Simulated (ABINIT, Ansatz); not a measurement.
## How the form of the self-energy moves the gap of MoS2 (P6_3/mmc)

Wanted: the gap of MoS2 (P6_3/mmc) under several approximations, with cost.

Main program and level: ABINIT 10.8.3; PBEsol and many-body steps on it, plane waves.

The database entry behind the starting cell differs from later determinations by our own check (about 0.3 % long), so it need not match the best structure at ambient conditions.

### Step 1. Set-up

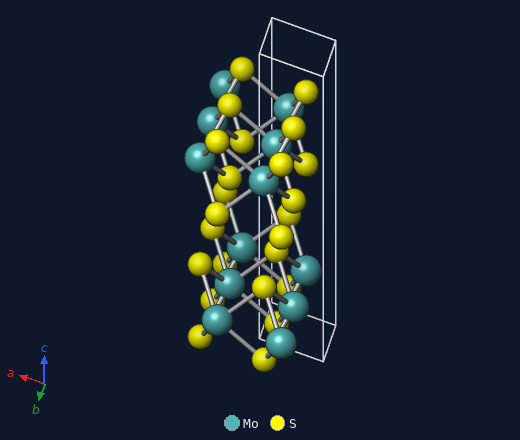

The cell as given, from a free direction (molybdenum teal, sulfur yellow). 2×3×1 cells are drawn.

The cell and positions come from the Crystallography Open Database and are kept as given unless a step says otherwise.

### Step 2. Empty states on the mesh, 3×3×1 mesh, 220 bands

This step: ABINIT 10.8.3; DFT, PBEsol, plane waves, norm-conserving pseudopotentials.

The sums over transitions need many empty states on a uniform mesh; this step solves for them.

The input, run.abi:

```
acell 3*1.0 Angstrom
rprim 
  3.169000000004 -0.000000000001 0.000000000000
  -1.584500000001 2.744434504597 0.000000000000
  0.000000000000 0.000000000000 12.324000000000
ntypat 2
znucl 42 16
natom 6
typat 1 1 2 2 2 2
xred 
  0.333333333333 0.666666666667 0.250000000000
  0.666666666667 0.333333333333 0.750000000000
  0.333333333333 0.666666666667 0.623000000000
  0.666666666667 0.333333333333 0.123000000000
  0.333333333333 0.666666666667 0.877000000000
  0.666666666667 0.333333333333 0.377000000000
pp_dirpath "pseudos"
pseudos "Mo.upf, S.upf"
ecut 36
ngkpt 3 3 1
nshiftk 1
shiftk 0 0 0
kptopt 1
chksymbreak 0
iscf -2
irdden 1
istwfk *1
nband 220
nbdbuf 20
tolwfr 1e-09
nstep 60
prtvol 0
indata_prefix "in"
outdata_prefix "out"
tmpdata_prefix "tmp"
```

Run with:

```bash
$ OMP_NUM_THREADS=1 mpirun -n 4 abinit run.abi > log
```

Numbers of over 12 decimals in the logs are rounded to 6 here.

Log:

```text
.Version 10.8.3 of ABINIT. v10.8.2 released Aug 2026.

 Symmetries : space group P6_3/m m c (#194); Bravais hP (primitive hexag.)
[... echo of the input left out ...]
== DATASET  1 ==================================================================
-   mpi_nproc: 4, omp_nthreads: 1 (-1 if OMP is not activated)
-    --> not optimal distribution: autoparal keyword recommended in input file <--

--- !DatasetInfo
iteration_state: {dtset: 1, }
dimensions: {natom: 6, nkpt: 3, mband: 220, nsppol: 1, nspinor: 1, nspden: 1, mpw: 7476, }
cutoff_energies: {ecut:  36.0, pawecutdg:  -1.0, }
[...]
2.79185    2.79185    2.80180    2.80753    2.80762    2.80762    2.85115    2.85115
   2.86057    2.86823    2.87780    2.87780    2.89120    2.89557    2.89558    2.92114
   2.92131    2.93614    2.93687    2.97053
 prteigrs : prtvol=0 or 1, do not print more k-points.

== END DATASET(S) ==============================================================
================================================================================

 -outvars: echo values of variables after computation  --------
            nband         220
             nkpt           3
          spgroup         194
 [... the other variables as echoed above ...]

 Calculation completed.
```

Run time: 74 s. Hardware: 4 MPI ranks of Arm Neoverse V2, shared host; peak memory 0.44 GiB; 4.9 min of CPU time.

This step gave:

- gap: 1.037 eV
- k of the valence top: 0, 0, 0
- k of the conduction bottom: 0.3333, 0.3333, 0
- least direct gap: 1.652 eV
- k points computed: 3
- lowest point of the top converged band, above the valence top: 67.2012 eV

On this mesh the gap is 1.037 eV.

The density comes from a self-consistent run that is not shown.

### Step 3. Screening, 3×3×1 mesh, 97 bands, screening to 114.3 eV

The RPA dielectric matrix is built and inverted for each q.

This step: RPA screening on PBEsol, plane waves, norm-conserving pseudopotentials.

Edit run.abi of step 2 so:

```diff
@@ -24,10 +24,11 @@
 chksymbreak 0
-iscf -2
-irdden 1
 istwfk *1
-nband 220
-nbdbuf 20
-tolwfr 1e-09
-nstep 60
-prtvol 0
+occopt 1
+irdwfk 1
+optdriver 3
+nband 97
+ecuteps 4.2
+inclvkb 2
+awtr 1
+symchi 1
 indata_prefix "in"
```

Log:

```text
.Version 10.8.3 of ABINIT. v10.8.2 released Aug 2026.

 Symmetries : space group P6_3/m m c (#194); Bravais hP (primitive hexag.)
[... echo of the input left out ...]
== DATASET  1 ==================================================================
-   mpi_nproc: 4, omp_nthreads: 1 (-1 if OMP is not activated)

--- !DatasetInfo
iteration_state: {dtset: 1, }
dimensions: {natom: 6, nkpt: 3, mband: 97, nsppol: 1, nspinor: 1, nspden: 1, mpw: 7476, }
cutoff_energies: {ecut:  36.0, pawecutdg:  -1.0, }
electrons: {nelect:   5.20000000E+01, charge:   0.00000000E+00, occopt:   1.00000000E+00, tsmear:   1.00000000E-02, }

 SCREENING: Calculation of the susceptibility and dielectric matrices

 Based on a program developped by R.W. Godby, V. Olevano, G. Onida, and L. Reining.
 Incorporated in ABINIT by V. Olevano, G.-M. Rignanese, and M. Torrent.
.Using double precision arithmetic ; gwpc =  8

[... cell and pseudopotentials left out ...]
--------------------------------------------------------------------------------

 ==== K-mesh for the wavefunctions ====
 Number of points in the irreducible wedge :     3
[... list of points left out ...]
 Together with 24 symmetry operations and time-reversal symmetry
 yields     9 points in the full Brillouin Zone.

 ==== Q-mesh for the screening function ====
 Number of points in the irreducible wedge :     3
[... list of points left out ...]
 Together with 24 symmetry operations and time-reversal symmetry
 yields     9 points in the full Brillouin Zone.

 setmesh: FFT mesh size selected  =    20x   20x   90
          total number of points  =        36000

 vcoul_init : cutoff-mode = AUXILIARY_FUNCTION
 q-points for optical limit:   1
     1)      0.000010    0.000020    0.000030

- screening: taking advantage of time-reversal symmetry
- Maximum band index for partially occupied states nbvw = 26
- Remaining bands to be divided among processors   nbcw = 71
- Number of bands treated by each node ~17

 Number of electrons calculated from density =   52.0000; Expected =   52.0000
 average of density, n =  0.071892
 r_s =    1.4919
 omega_plasma =   25.8640 [eV]

 calculating chi0 at frequencies [eV] :
  1    0.000000E+00    0.000000E+00
  2    0.000000E+00    2.586399E+01

--------------------------------------------------------------------------------
  q-point number  1        q = ( 0.000000, 0.000000, 0.000000) [r.l.u.]
--------------------------------------------------------------------------------
[... chi0 elements left out ...]
 For q-point:  0.000010 0.000020 0.000030
  dielectric constant =  17.4533
  dielectric constant without local fields =  19.6388

  Average fulfillment of the sum rule on Im[epsilon] for q-point    1 :     67.33  [%]
[... wings left out ...]
  q-point number  2        q = ( 0.333333, 0.000000, 0.000000) [r.l.u.]
--------------------------------------------------------------------------------
[... chi0 elements left out ...]
  Average fulfillment of the sum rule on Im[epsilon] for q-point    2 :     62.28  [%]

 [... 1 further q-points ...]
```

Elapsed: 18 s, on 4 MPI ranks; peak memory 0.85 GiB.

This step gave:

* ε∞ with local fields, on this mesh, along the program's q direction: 17.45
* the same without local fields: 19.64
* plasma frequency: 25.86 eV
* plane waves in the screening matrix: 291

Local fields lower ε∞ by 11 %. On a Γ-centred mesh this coarse the value itself is usually too large, while a short band sum pulls it down.

### Step 4. G0W0, Godby-Needs plasmon pole

The self-energy is evaluated for the states that the input lists, and the levels follow from it, in one-shot runs by the linearised quasiparticle equation.

This step: G0W0 on PBEsol, plane waves, norm-conserving pseudopotentials.

Edit run.abi of step 3 so:

```diff
@@ -27,8 +27,17 @@
 irdwfk 1
-optdriver 3
+optdriver 4
 nband 97
+gwcalctyp 0
+ecutsigx 36
+symsigma 1
+nkptgw 2
+kptgw 
+  0.0000000000 0.0000000000 0.0000000000
+  0.3333333333 0.3333333333 0.0000000000
+bdgw 
+  25 28
+  25 28
 ecuteps 4.2
-inclvkb 2
-awtr 1
-symchi 1
+irdscr 1
+ppmodel 1
 indata_prefix "in"
```

Log:

```text
.Version 10.8.3 of ABINIT. v10.8.2 released Aug 2026.

 Symmetries : space group P6_3/m m c (#194); Bravais hP (primitive hexag.)
[... echo of the input left out ...]
== DATASET  1 ==================================================================
-   mpi_nproc: 4, omp_nthreads: 1 (-1 if OMP is not activated)

--- !DatasetInfo
iteration_state: {dtset: 1, }
dimensions: {natom: 6, nkpt: 3, mband: 97, nsppol: 1, nspinor: 1, nspden: 1, mpw: 7476, }
cutoff_energies: {ecut:  36.0, pawecutdg:  -1.0, }
electrons: {nelect:   5.20000000E+01, charge:   0.00000000E+00, occopt:   1.00000000E+00, tsmear:   1.00000000E-02, }

 SIGMA: Calculation of the GW corrections

 Based on a program developped by R.W. Godby, V. Olevano, G. Onida, and L. Reining.
 Incorporated in ABINIT by V. Olevano, G.-M. Rignanese, and M. Torrent.
.Using double precision arithmetic ; gwpc =  8

[... cell and pseudopotentials left out ...]
--------------------------------------------------------------------------------

 ==== K-mesh for the wavefunctions ====
 Number of points in the irreducible wedge :     3
[... list of points left out ...]
 Together with 24 symmetry operations and time-reversal symmetry
 yields     9 points in the full Brillouin Zone.

 ==== Q-mesh for screening function ====
 Number of points in the irreducible wedge :     3
[... list of points left out ...]
 Together with 24 symmetry operations and time-reversal symmetry
 yields     9 points in the full Brillouin Zone.

 vcoul_init : cutoff-mode = AUXILIARY_FUNCTION
 q-points for optical limit:   1
     1)      0.000010    0.000020    0.000030
 setmesh: FFT mesh size selected  =    32x   32x  128
          total number of points  =       131072

 Number of electrons calculated from density =   52.0000; Expected =   52.0000
 average of density, n =  0.071892
 r_s =    1.4919
 omega_plasma =   25.8640 [eV]

 === KS Band Gaps ===
  >>>> For spin  1
   Minimum direct gap =   1.6518 [eV], located at k-point      :   0.3333  0.3333  0.0000
   Fundamental gap    =   1.0368 [eV], Top of valence bands at :   0.0000  0.0000  0.0000
                                       Bottom of conduction at :   0.3333  0.3333  0.0000
 SIGMA fundamental parameters:
 PLASMON POLE MODEL  1
 number of plane-waves for SigmaX                 7437
 number of plane-waves for SigmaC and W            291
 number of plane-waves for wavefunctions          7437
 number of bands                                    97
 number of independent spin polarizations            1
 number of spinorial components                      1
 number of k-points in IBZ                           3
 number of q-points in IBZ                           3
 number of symmetry operations                      24
 number of k-points in BZ                            9
 number of q-points in BZ                            9
 number of frequencies for dSigma/dE                 9
 frequency step for dSigma/dE [eV]                0.25
 number of omega for Sigma on real axis              0
 max omega for Sigma on real axis  [eV]           0.00
 zcut for avoiding poles [eV]                     0.10

 EPSILON^-1 parameters (SCR file):
 dimension of the eps^-1 matrix on file            291
 dimension of the eps^-1 matrix used               291
 number of plane-waves for wavefunctions          7437
 number of bands                                    97
 number of q-points in IBZ                           3
 number of frequencies                               2
 number of real frequencies                          1
 number of imag frequencies                          1

 matrix elements of self-energy operator (all in [eV])

 Perturbative Calculation

--- !SelfEnergy_ee
iteration_state: {dtset: 1, }
kpoint     : [   0.000,    0.000,    0.000, ]
spin       : 1
KS_gap     :    2.094
QP_gap     :    2.556
Delta_QP_KS:    0.462
data: !SigmaeeData |
     Band     E0 <VxcDFT>   SigX SigC(E0)      Z dSigC/dE  Sig(E)    E-E0       E
       25   7.228 -13.594 -16.570   2.831   0.778  -0.286 -13.706  -0.113   7.115
       26   8.399 -16.270 -17.350   1.642   0.775  -0.290 -15.835   0.436   8.834
       27  10.493 -15.558 -10.907  -3.499   0.779  -0.284 -14.661   0.897  11.390
       28  10.493 -15.558 -10.907  -3.499   0.779  -0.284 -14.661   0.897  11.390

--- !SelfEnergy_ee
iteration_state: {dtset: 1, }
kpoint     : [   0.333,    0.333,    0.000, ]
spin       : 1
KS_gap     :    1.652
QP_gap     :    2.307
Delta_QP_KS:    0.655
data: !SigmaeeData |
     Band     E0 <VxcDFT>   SigX SigC(E0)      Z dSigC/dE  Sig(E)    E-E0       E
       25   7.612 -16.134 -17.417   1.880   0.777  -0.287 -15.670   0.464   8.076
       26   7.784 -16.488 -17.740   1.882   0.776  -0.289 -16.000   0.488   8.272
       27   9.435 -17.535 -12.657  -3.401   0.774  -0.291 -16.391   1.144  10.579
       28   9.435 -17.535 -12.657  -3.401   0.774  -0.291 -16.391   1.144  10.579

== END DATASET(S) ==============================================================
================================================================================

 -outvars: echo values of variables after computation  --------
           etotal      0.0000000000E+00
            nband          97
             nkpt           3
          spgroup         194
 [... the other variables as echoed above ...]

 Calculation completed.
```

The job ended after 7.2 s (4 MPI ranks; peak memory 0.66 GiB; 28 s of CPU time).

This step gave:

```yaml
g0w0_gap_on_the_points_computed: 1.745 eV
starting_gap_on_the_mesh: 1.037 eV
k_of_the_valence_top: 0, 0, 0
k_of_the_conduction_bottom: 0.3333, 0.3333, 0
z_at_the_valence_top: 0.775
z_at_the_conduction_bottom: 0.774
least_direct_g0w0_gap_on_the_computed_points: 2.307 eV
```

The gap on the mesh goes from 1.04 eV to 1.75 eV, a correction of +0.71 eV.

### Step 5. G0W0, von der Linden-Horsch plasmon pole

Edit run.abi of step 4 so:

```diff
@@ -41,3 +41,3 @@
 irdscr 1
-ppmodel 1
+ppmodel 3
 indata_prefix "in"
```

Log:

```text
.Version 10.8.3 of ABINIT. v10.8.2 released Aug 2026.

 Symmetries : space group P6_3/m m c (#194); Bravais hP (primitive hexag.)
[... echo of the input left out ...]
== DATASET  1 ==================================================================
-   mpi_nproc: 4, omp_nthreads: 1 (-1 if OMP is not activated)

--- !DatasetInfo
iteration_state: {dtset: 1, }
dimensions: {natom: 6, nkpt: 3, mband: 97, nsppol: 1, nspinor: 1, nspden: 1, mpw: 7476, }
cutoff_energies: {ecut:  36.0, pawecutdg:  -1.0, }
electrons: {nelect:   5.20000000E+01, charge:   0.00000000E+00, occopt:   1.00000000E+00, tsmear:   1.00000000E-02, }

 SIGMA: Calculation of the GW corrections

 Based on a program developped by R.W. Godby, V. Olevano, G. Onida, and L. Reining.
 Incorporated in ABINIT by V. Olevano, G.-M. Rignanese, and M. Torrent.
.Using double precision arithmetic ; gwpc =  8

[... cell and pseudopotentials left out ...]
--------------------------------------------------------------------------------

 ==== K-mesh for the wavefunctions ====
 Number of points in the irreducible wedge :     3
[... list of points left out ...]
 Together with 24 symmetry operations and time-reversal symmetry
 yields     9 points in the full Brillouin Zone.

 ==== Q-mesh for screening function ====
 Number of points in the irreducible wedge :     3
[... list of points left out ...]
 Together with 24 symmetry operations and time-reversal symmetry
 yields     9 points in the full Brillouin Zone.

 vcoul_init : cutoff-mode = AUXILIARY_FUNCTION
 q-points for optical limit:   1
     1)      0.000010    0.000020    0.000030
 setmesh: FFT mesh size selected  =    32x   32x  128
          total number of points  =       131072

 Number of electrons calculated from density =   52.0000; Expected =   52.0000
[...]
number of omega for Sigma on real axis              0
 max omega for Sigma on real axis  [eV]           0.00
 zcut for avoiding poles [eV]                     0.10

 EPSILON^-1 parameters (SCR file):
 dimension of the eps^-1 matrix on file            291
 dimension of the eps^-1 matrix used               291
 number of plane-waves for wavefunctions          7437
 number of bands                                    97
 number of q-points in IBZ                           3
 number of frequencies                               2
 number of real frequencies                          1
 number of imag frequencies                          1

 matrix elements of self-energy operator (all in [eV])

 Perturbative Calculation

--- !SelfEnergy_ee
iteration_state: {dtset: 1, }
kpoint     : [   0.000,    0.000,    0.000, ]
spin       : 1
KS_gap     :    2.094
QP_gap     :    2.611
Delta_QP_KS:    0.516
data: !SigmaeeData |
     Band     E0 <VxcDFT>   SigX SigC(E0)      Z dSigC/dE  Sig(E)    E-E0       E
       25   7.228 -13.594 -16.570   2.605   0.825  -0.212 -13.900  -0.306   6.921
       26   8.399 -16.270 -17.350   1.548   0.822  -0.216 -15.886   0.384   8.783
       27  10.493 -15.558 -10.907  -3.558   0.825  -0.212 -14.657   0.901  11.394
[...]
--- !SelfEnergy_ee
iteration_state: {dtset: 1, }
kpoint     : [   0.333,    0.333,    0.000, ]
spin       : 1
KS_gap     :    1.652
QP_gap     :    2.426
Delta_QP_KS:    0.775
data: !SigmaeeData |
     Band     E0 <VxcDFT>   SigX SigC(E0)      Z dSigC/dE  Sig(E)    E-E0       E
[...]
27   9.435 -17.535 -12.657  -3.404   0.821  -0.218 -16.325   1.210  10.646
       28   9.435 -17.535 -12.657  -3.404   0.821  -0.218 -16.325   1.210  10.646

== END DATASET(S) ==============================================================
================================================================================

 -outvars: echo values of variables after computation  --------
           etotal      0.0000000000E+00
            nband          97
             nkpt           3
          spgroup         194
 [... the other variables as echoed above ...]

 Calculation completed.
```

Wall time 5.5 s (4 MPI ranks); peak memory 0.35 GiB; 21 s of CPU time.

Numbers from this step:

```
G0W0 gap on the points computed              : 1.863 eV
starting gap on the mesh                     : 1.037 eV
k of the valence top                         : 0, 0, 0
k of the conduction bottom                   : 0.3333, 0.3333, 0
Z at the valence top                         : 0.822
Z at the conduction bottom                   : 0.821
least direct G0W0 gap on the computed points : 2.427 eV
```

Against G0W0 in ABINIT (3×3×1 mesh, 97 bands, screening to 114.3 eV, Godby-Needs plasmon pole), the gap moves by +0.118 eV.

(Part 1 of 2 ends here.)

[Paths, hosts, dates, memory and timing lines, banners, echoed tables and standing remarks are left out of the program output.]

[Logs are printed without paths, hosts, clocks, repeated set-up lines and the standing remarks that a program may print on its own settings, such as how far it seeks lower states.]

[Runs of the session that timed out or met a known fault of the program may be left out.]

[Hosts, paths, dates, database ids (printed as entryN), source tags and the programs' standing remarks are cut or masked in the printed files.]

[G0W0 gaps are taken among the corrected bands and points alone; a level outside them can change the order at an edge.]

[Where Ansatz stands beside ABINIT at settings called matched, ABINIT's density can come from a denser mesh and the files from another edition; pairs whose starting gaps differed by over 0.03 eV were left out, so agreement reads better than it is.]
